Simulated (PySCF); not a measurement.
## NMR shielding calculation, with input and output: C₅H₁₄OSi

System: C₅H₁₄OSi, SMILES CCOCCC[SiH3].
Method: GIAO PBE0/pcSseg-1 NMR shielding, non-relativistic, gas phase (PySCF 2.14.0).

The geometry comes from this level: GFN2-xTB. It belongs to a series of runs on one base structure; here: S replaced by O. Figures and captions count atoms from 1; the log counts them from 0 in places.

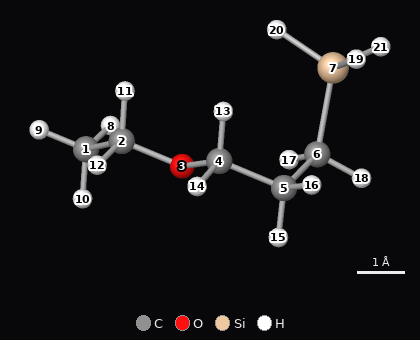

The structure (ball-and-stick view, seen at a tilt; atoms are numbered from 1 in the order of the input). Bond lengths as drawn: C–C 1.52 to 1.53 Å, C–H 1.09 to 1.10 Å, C–O 1.41 Å, C–Si 1.90 Å and H–Si 1.46 to 1.47 Å.

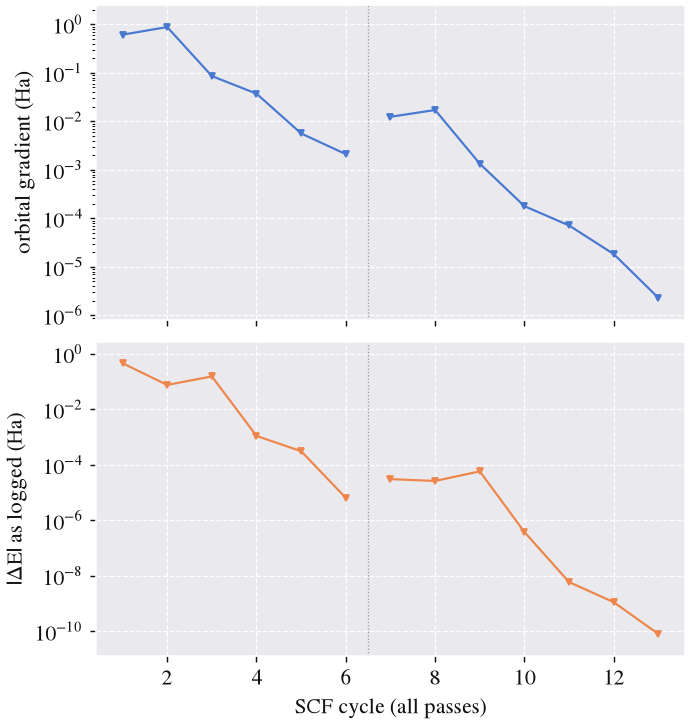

Convergence of the self-consistent field: orbital gradient and size of the energy change against the SCF cycle. The dotted line marks the change from a coarse to the final integration grid. The first 6 cycles use a coarse grid, the final grid takes over at cycle 7, and the field converges after 13 cycles in all.

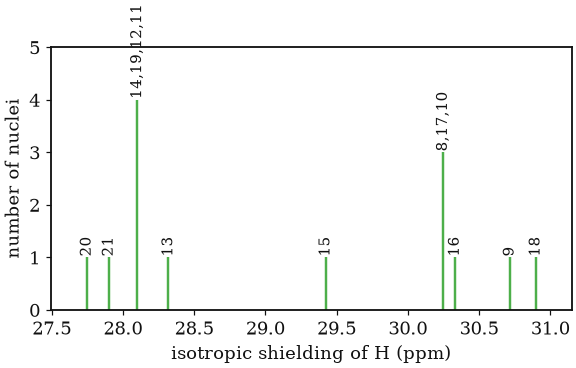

Isotropic shieldings of the hydrogen nuclei in this fixed geometry, labelled by atom number; shielding grows to the right, so chemical shift grows to the left. The least shielded is H20 (27.7 ppm), the most shielded H18 (30.9 ppm).

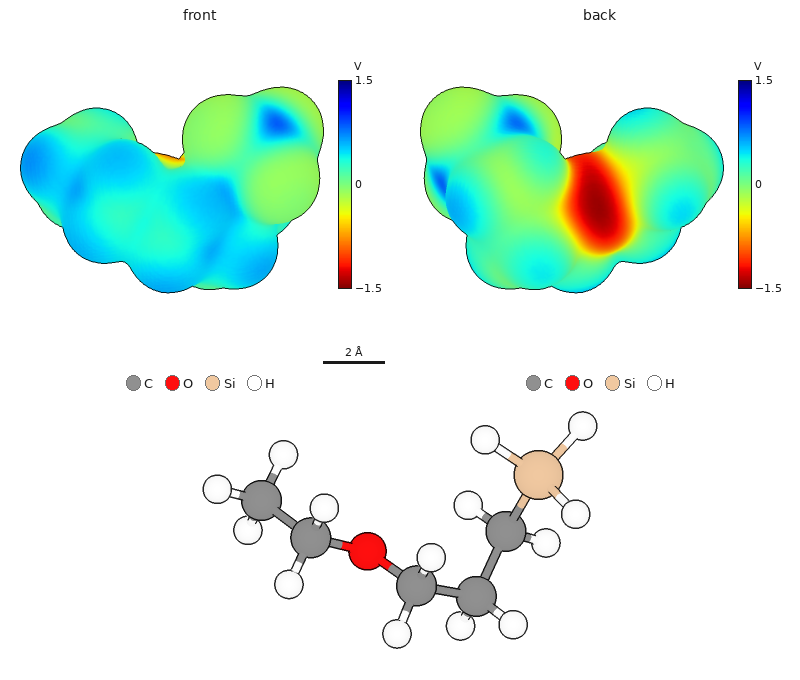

The electrostatic potential painted on the density surface at 0.002 e/bohr³, seen at a tilt and from behind; red is negative and blue positive. The bare structure is drawn below in the same view. A positive charge is drawn to the negative regions and a negative charge to the positive ones. Its dipole moment is 1.11 D.

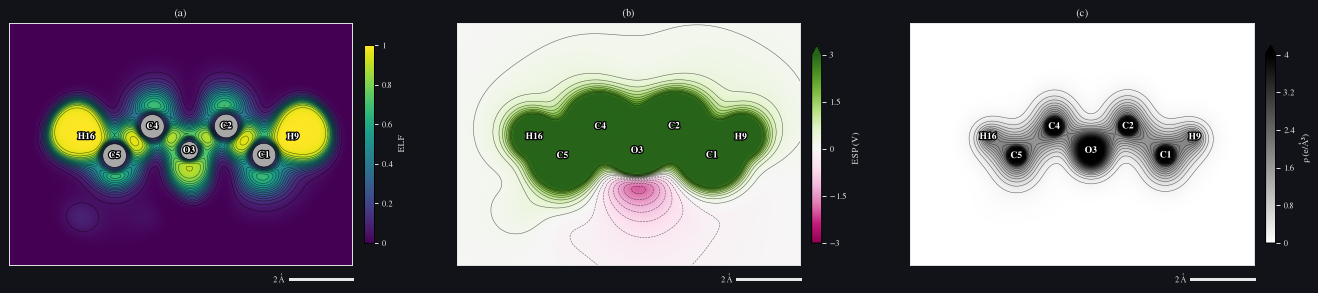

(a) electron localisation function; (b) electrostatic potential; (c) electron density on the plane of atoms C2, O3 and C4. Grey discs, where drawn, cover atomic cores. The section cuts through C, O and H sites. C–C (1.52 Å): ρ at the midpoint is about 1.7 e/Å³; the ELF peaks at about 0.95 between the atoms (a shared electron pair). C–H (1.09 Å): ρ is about 2 e/Å³ halfway; the ELF climbs to about 1 towards the hydrogen, as it does in any bond to H; a covalent bond by its length.

These pictures come from the run below.

**Input file**
```
{"job": {"kind": "nmr", "xc": "PBE0", "basis": "pcSseg-1"}, "charge": 0, "multiplicity": 1}
C     -2.947317     0.604820     1.004696
C     -2.106536    -0.378650     0.207138
O     -0.968950     0.290491    -0.280883
C     -0.118355    -0.534735    -1.037431
C      1.093635     0.270836    -1.487518
C      1.890860     0.830632    -0.312048
Si     2.628042    -0.480159     0.851285
H     -2.363177     1.004847     1.828684
H     -3.829205     0.106767     1.397732
H     -3.255556     1.429218     0.367707
H     -1.798967    -1.225285     0.843441
H     -2.690687    -0.787374    -0.634173
H      0.205797    -1.397038    -0.432070
H     -0.659861    -0.926622    -1.915533
H      0.741166     1.094821    -2.113197
H      1.725708    -0.376130    -2.099823
H      1.237709     1.494172     0.255637
H      2.695280     1.452324    -0.711495
H      3.213391    -1.566588     0.057870
H      1.621351    -1.039162     1.756552
H      3.676751     0.149755     1.657315
```

The first line tells a small driver script what to run in PySCF; the rest is the geometry in Å.

Launched with:
```bash
OMP_NUM_THREADS=1 python <driver script> task.json out
```

**Log**
```
coarse grid: 16824 points
cycle   1  E = -563.0326000094  dE =  4.619e-01  |g| = 6.128e-01  |ddm| = 3.787e+00
cycle   2  E = -562.9565973861  dE =  7.600e-02  |g| = 8.805e-01  |ddm| = 1.374e+00
cycle   3  E = -563.1109945589  dE = -1.544e-01  |g| = 8.593e-02  |ddm| = 9.143e-01
cycle   4  E = -563.1121049642  dE = -1.110e-03  |g| = 3.728e-02  |ddm| = 7.780e-02
cycle   5  E = -563.1124159301  dE = -3.110e-04  |g| = 5.637e-03  |ddm| = 3.265e-02
cycle   6  E = -563.1124224326  dE = -6.502e-06  |g| = 2.108e-03  |ddm| = 6.602e-03
final grid: 154384 points
cycle   7  E = -563.1651519522  dE = -3.068e-05  |g| = 1.244e-02  |ddm| = 2.626e-02
cycle   8  E = -563.1651255113  dE =  2.644e-05  |g| = 1.715e-02  |ddm| = 2.019e-02
cycle   9  E = -563.1651840998  dE = -5.859e-05  |g| = 1.339e-03  |ddm| = 1.204e-02
cycle  10  E = -563.1651844800  dE = -3.802e-07  |g| = 1.784e-04  |ddm| = 1.397e-03
cycle  11  E = -563.1651844860  dE = -5.997e-09  |g| = 7.134e-05  |ddm| = 2.186e-04
cycle  12  E = -563.1651844871  dE = -1.127e-09  |g| = 1.832e-05  |ddm| = 6.694e-05
cycle  13  E = -563.1651844872  dE = -8.049e-11  |g| = 2.292e-06  |ddm| = 1.752e-05
converged SCF energy = -563.1651844872

GIAO shielding tensors (ppm)
atom      isotropic    diamagn.    paramagn.     s11        s22        s33       span
  0 C      168.933     246.694     -77.760    153.521    167.376    185.903     32.382
  1 C      115.731     244.774    -129.043     84.164     96.486    166.543     82.379
  2 O      283.497     402.119    -118.622    242.627    298.830    309.035     66.408
  3 C      113.150     247.777    -134.627     83.914     97.361    158.174     74.261
  4 C      155.354     248.449     -93.095    148.491    155.584    161.987     13.496
  5 C      180.708     251.332     -70.624    169.037    179.736    193.350     24.313
  6 Si     422.978     879.841    -456.863    385.581    413.779    469.574     83.993
  7 H       30.240      30.553      -0.313     26.160     29.259     35.300      9.140
  8 H       30.715      26.957       3.758     26.725     27.685     37.735     11.010
  9 H       30.258      29.180       1.079     26.421     28.452     35.903      9.482
 10 H       28.158      31.804      -3.646     24.097     27.885     32.491      8.395
 11 H       28.114      30.290      -2.176     23.936     27.454     32.952      9.016
 12 H       28.319      33.745      -5.426     24.876     28.498     31.583      6.707
 13 H       28.056      31.764      -3.708     23.754     27.714     32.698      8.944
 14 H       29.422      31.424      -2.002     24.800     27.769     35.697     10.896
 15 H       30.330      31.280      -0.951     25.792     28.810     36.387     10.594
 16 H       30.240      33.047      -2.807     25.259     29.980     35.482     10.222
 17 H       30.897      29.561       1.336     25.083     28.988     38.620     13.537
 18 H       28.070      29.429      -1.359     24.946     26.060     33.203      8.257
 19 H       27.745      30.213      -2.467     23.764     27.457     32.015      8.252
 20 H       27.900      28.800      -0.901     24.595     25.386     33.718      9.123
```

**Key numbers**

- outcome: converged
- total energy: −563.165184 hartree
- HOMO: −7.39 eV
- LUMO: 1.02 eV
- dipole moment: 1.11 D
- isotropic shielding, C: 113.1 to 180.7 ppm
- isotropic shielding, O: 283.5 ppm
- isotropic shielding, Si: 423.0 ppm
- isotropic shielding, H: 27.7 to 30.9 ppm
- hardware: 1 CPU thread, shared host
- wall time: 2 min
- peak memory: 0.86 GiB
